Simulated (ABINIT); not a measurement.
# Quasiparticle gap of Y2CrH6 (Fm-3m) in ABINIT, part 3 of 3

Wanted: ground state, empty states, screening and self-energy for Y2CrH6 (Fm-3m).

ABINIT 10.8.3; PBEsol and many-body steps on it, plane waves. Known limits of the many-body steps: not at the basis limit; mesh may overstate the screening; screening head approximate; d states lean on the start; coarse k mesh.

So far. Step 4 (Empty states on the mesh, 2×2×2 mesh, 138 bands): On this mesh the gap is 0.252 eV. Step 5 (Screening, 2×2×2 mesh, 126 bands, screening to 98 eV): Local fields lower ε∞ by 18 %. On a Γ-centred mesh this coarse the value itself is usually too large, while a short band sum pulls it down.

## (6) Self-energy, 2×2×2 mesh, 126 bands, screening to 98 eV

The self-energy is evaluated for the states that the input lists, and the levels follow from it, in one-shot runs by the linearised quasiparticle equation.

This step: G0W0 on PBEsol with spin-orbit coupling, plane waves, norm-conserving pseudopotentials.

Input file run.abi:

```
acell 3*1.0 Angstrom
rprim 
  0.000000000000 3.499313000000 3.499313000000
  3.499313000000 0.000000000000 3.499313000000
  3.499313000000 3.499313000000 -0.000000000000
ntypat 3
znucl 39 24 1
natom 9
typat 1 1 2 3 3 3 3 3 3
xred 
  0.750000000000 0.750000000000 0.750000000000
  0.250000000000 0.250000000000 0.250000000000
  0.000000000000 0.000000000000 0.000000000000
  0.754389000000 0.754389000000 0.245611000000
  0.245611000000 0.754389000000 0.245611000000
  0.754389000000 0.245611000000 0.245611000000
  0.245611000000 0.245611000000 0.754389000000
  0.754389000000 0.245611000000 0.754389000000
  0.245611000000 0.754389000000 0.754389000000
pp_dirpath "pseudos"
pseudos "Y.upf, Cr.upf, H.upf"
ecut 43
nspinor 2
ngkpt 2 2 2
nshiftk 1
shiftk 0 0 0
kptopt 1
chksymbreak 0
istwfk *1
occopt 1
irdwfk 1
optdriver 4
nband 126
gwcalctyp 0
ecutsigx 43
symsigma 0
nkptgw 2
kptgw 
  0.0000000000 0.0000000000 0.0000000000
  0.5000000000 0.5000000000 0.0000000000
bdgw 
  39 46
  39 46
ecuteps 3.6
irdscr 1
ppmodel 1
indata_prefix "in"
outdata_prefix "out"
tmpdata_prefix "tmp"
```

Command:

```sh
$ OMP_NUM_THREADS=1 mpirun -n 4 abinit run.abi > log
```

Numbers of over 12 decimals in the logs are rounded to 6 here.

The program printed:

```text
.Version 10.8.3 of ABINIT. v10.8.2 released Aug 2026.

 Symmetries : space group Fm -3 m (#225); Bravais cF (face-center cubic)
[... echo of the input left out ...]
== DATASET  1 ==================================================================
-   mpi_nproc: 4, omp_nthreads: 1 (-1 if OMP is not activated)

--- !DatasetInfo
iteration_state: {dtset: 1, }
dimensions: {natom: 9, nkpt: 3, mband: 126, nsppol: 1, nspinor: 2, nspden: 1, mpw: 7848, }
cutoff_energies: {ecut:  43.0, pawecutdg:  -1.0, }
electrons: {nelect:   4.20000000E+01, charge:   0.00000000E+00, occopt:   1.00000000E+00, tsmear:   1.00000000E-02, }

 SIGMA: Calculation of the GW corrections

 Based on a program developped by R.W. Godby, V. Olevano, G. Onida, and L. Reining.
 Incorporated in ABINIT by V. Olevano, G.-M. Rignanese, and M. Torrent.
.Using double precision arithmetic ; gwpc =  8

[... cell and pseudopotentials left out ...]
--------------------------------------------------------------------------------

 ==== K-mesh for the wavefunctions ====
 Number of points in the irreducible wedge :     3
[... list of points left out ...]
 Together with 48 symmetry operations and time-reversal symmetry
 yields     8 points in the full Brillouin Zone.

 ==== Q-mesh for screening function ====
 Number of points in the irreducible wedge :     3
[... list of points left out ...]
 Together with 48 symmetry operations and time-reversal symmetry
 yields     8 points in the full Brillouin Zone.

 vcoul_init : cutoff-mode = AUXILIARY_FUNCTION
 q-points for optical limit:   1
     1)      0.000010    0.000020    0.000030
 setmesh: FFT mesh size selected  =    60x   60x   60
          total number of points  =       216000

 Number of electrons calculated from density =   42.0000; Expected =   42.0000
 average of density, n =  0.072623
 r_s =    1.4869
 omega_plasma =   25.9952 [eV]

 === KS Band Gaps ===
  >>>> For spin  1
   Minimum direct gap =   0.4706 [eV], located at k-point      :   0.5000  0.5000  0.0000
   Fundamental gap    =   0.2523 [eV], Top of valence bands at :   0.0000  0.0000  0.0000
                                       Bottom of conduction at :   0.5000  0.5000  0.0000
 SIGMA fundamental parameters:
 PLASMON POLE MODEL  1
 number of plane-waves for SigmaX                 7799
 number of plane-waves for SigmaC and W            169
 number of plane-waves for wavefunctions          7799
 number of bands                                   126
 number of independent spin polarizations            1
 number of spinorial components                      2
 number of k-points in IBZ                           3
 number of q-points in IBZ                           3
 number of symmetry operations                      48
 number of k-points in BZ                            8
 number of q-points in BZ                            8
 number of frequencies for dSigma/dE                 9
 frequency step for dSigma/dE [eV]                0.25
 number of omega for Sigma on real axis              0
 max omega for Sigma on real axis  [eV]           0.00
 zcut for avoiding poles [eV]                     0.10

 EPSILON^-1 parameters (SCR file):
 dimension of the eps^-1 matrix on file            169
 dimension of the eps^-1 matrix used               169
 number of plane-waves for wavefunctions          7799
 number of bands                                   126
 number of q-points in IBZ                           3
 number of frequencies                               2
 number of real frequencies                          1
 number of imag frequencies                          1

 matrix elements of self-energy operator (all in [eV])

 Perturbative Calculation

--- !SelfEnergy_ee
iteration_state: {dtset: 1, }
kpoint     : [   0.000,    0.000,    0.000, ]
spin       : 1
KS_gap     :    1.951
QP_gap     :    2.401
Delta_QP_KS:    0.449
data: !SigmaeeData |
     Band     E0 <VxcDFT>   SigX SigC(E0)      Z dSigC/dE  Sig(E)    E-E0       E
       39   7.731 -20.067 -21.851   3.333   0.738  -0.355 -18.925   1.143   8.874
       40   7.731 -20.067 -21.851   3.332   0.738  -0.355 -18.925   1.142   8.874
       41   7.731 -20.067 -21.848   3.330   0.738  -0.355 -18.924   1.143   8.874
       42   7.731 -20.067 -21.853   3.335   0.738  -0.355 -18.925   1.142   8.873
       43   9.682 -18.149 -10.792  -5.252   0.756  -0.322 -16.558   1.592  11.274
       44   9.682 -18.149 -10.792  -5.252   0.756  -0.322 -16.558   1.592  11.274
       45   9.682 -18.149 -10.792  -5.252   0.756  -0.322 -16.558   1.592  11.274
       46   9.682 -18.149 -10.792  -5.253   0.756  -0.322 -16.558   1.592  11.274

--- !SelfEnergy_ee
iteration_state: {dtset: 1, }
kpoint     : [   0.500,    0.500,    0.000, ]
spin       : 1
KS_gap     :    0.471
QP_gap     :    0.477
Delta_QP_KS:    0.007
data: !SigmaeeData |
     Band     E0 <VxcDFT>   SigX SigC(E0)      Z dSigC/dE  Sig(E)    E-E0       E
       39   7.490 -19.133 -20.687   3.109   0.742  -0.347 -17.978   1.155   8.645
       40   7.490 -19.133 -20.687   3.109   0.742  -0.347 -17.978   1.155   8.645
       41   7.513 -19.055 -20.508   3.020   0.744  -0.345 -17.890   1.165   8.678
       42   7.513 -19.055 -20.508   3.020   0.744  -0.345 -17.890   1.165   8.678
       43   7.983 -11.790  -6.580  -3.755   0.805  -0.242 -10.618   1.172   9.155
       44   7.983 -11.790  -6.580  -3.755   0.805  -0.242 -10.618   1.172   9.155
       45   9.015 -19.674 -12.459  -5.109   0.750  -0.334 -18.095   1.579  10.594
       46   9.015 -19.674 -12.459  -5.109   0.750  -0.334 -18.095   1.579  10.594

== END DATASET(S) ==============================================================
================================================================================

 -outvars: echo values of variables after computation  --------
           etotal      0.0000000000E+00
            nband         126
             nkpt           3
          spgroup         225
 [... the other variables as echoed above ...]

 Calculation completed.
```

Run time: 63 s. Hardware: 4 MPI ranks of Arm Neoverse N1, shared host; peak memory 2.2 GiB.

This step gave:

```yaml
g0w0_gap_on_the_points_computed: 0.2810 eV
starting_gap_on_the_mesh: 0.2522 eV
k_of_the_valence_top: 0, 0, 0
k_of_the_conduction_bottom: 0.5, 0.5, 0
z_at_the_valence_top: 0.738
z_at_the_conduction_bottom: 0.805
least_direct_g0w0_gap_on_the_computed_points: 0.4770 eV
```

The gap on the mesh goes from 0.25 eV to 0.28 eV, a correction of +0.03 eV.

Limits: finite bands, cutoff and mesh; screening head approximate; d states lean on the start; coarse k mesh. v1 is the top filled band, c1 the lowest empty one. The levels before and after the correction (eV, zero at the valence-band top of each column):

```
           conduction bottom  valence top
Kohn-Sham               0.25         0.00
     G0W0               0.28         0.00
```

```
                       level  energy (eV)
Kohn-Sham            Γ v3-v1        0.000
Kohn-Sham            Γ c1-c3        1.951
Kohn-Sham     (0.5 0.5 0) v3       -0.241
Kohn-Sham  (0.5 0.5 0) v2-v1       -0.218
Kohn-Sham  (0.5 0.5 0) c1-c2        0.252
Kohn-Sham     (0.5 0.5 0) c3        1.284
     G0W0            Γ v3-v1        0.000
     G0W0            Γ c1-c3        2.400
     G0W0     (0.5 0.5 0) v3       -0.229
     G0W0  (0.5 0.5 0) v2-v1       -0.196
     G0W0  (0.5 0.5 0) c1-c2        0.281
     G0W0     (0.5 0.5 0) c3        1.720
```

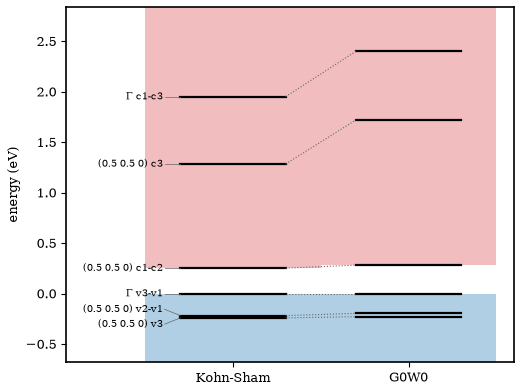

Levels before and after the correction. Shaded: valence and conduction bands.

## (7) Where the time went

Times are wall times on 4 MPI ranks of Arm Neoverse N1, shared host, good to a factor of about two.

```
                          step     time  share  memory (GiB)
                  ground state  6.3 min   31 %          0.63
bands along the symmetry lines  9.3 min   46 %          0.73
      empty states on the mesh  2.7 min   14 %          0.43
                     screening     43 s    4 %           1.6
                   self-energy     63 s    5 %           2.2
```

## (8) Outcome

| Quantity | Value |
| --- | --- |
| PBEsol gap | 0.25 eV, indirect |
| G0W0 gap on the mesh | 0.28 eV |
| GW settings | 2×2×2 mesh, 126 bands, screening to 98 eV, Godby-Needs plasmon pole |
| known limits | not at the basis limit; mesh may overstate the screening; screening head approximate; d states lean on the start; coarse k mesh |

G0W0 moves the gap on the mesh from 0.25 eV to 0.28 eV (+0.03 eV), with Z of 0.74 and 0.81 at the edges. Local fields lower the RPA ε∞ on this mesh from 65.66 to 53.62; a Γ-centred mesh this coarse tends to raise both, most where the direct gap is narrow, while a short band sum lowers them. Only 2 of the mesh's irreducible points were corrected, so a valley elsewhere could overtake. Bands and cutoff are finite, so the gap is not at the basis limit. The miss can reach some tenths of an eV and take either sign; the mesh is an error of its own. In the G0W0 run levels were corrected at 2 k points alone, so a gap called «on the mesh» is the least over those, and an edge elsewhere would be missed. The 2×2×2 mesh is coarse for this cell, which bears on the long-range parts of exchange and screening. The RPA ε∞ on this mesh reaches over 25; with a narrow direct gap a coarse mesh can overstate it, and the correction is then too small. The long-wavelength limit of the screening leaves out the non-local commutator, which shifts ε∞. With d states at the gap, one-shot GW leans hard on its start.

[Paths, hosts, dates, memory and timing lines, banners, echoed tables and standing remarks are left out of the program output.]

[Logs are printed without paths, hosts, clocks, repeated set-up lines and the standing remarks that a program may print on its own settings, such as how far it seeks lower states.]

[Runs of the session that timed out or met a known fault of the program may be left out.]

[Hosts, paths, dates, database ids (printed as entryN), source tags and the programs' standing remarks are cut or masked in the printed files.]

[G0W0 gaps are taken among the corrected bands and points alone; a level outside them can change the order at an edge.]

[Where Ansatz stands beside ABINIT at settings called matched, ABINIT's density can come from a denser mesh and the files from another edition; pairs whose starting gaps differed by over 0.03 eV were left out, so agreement reads better than it is.]
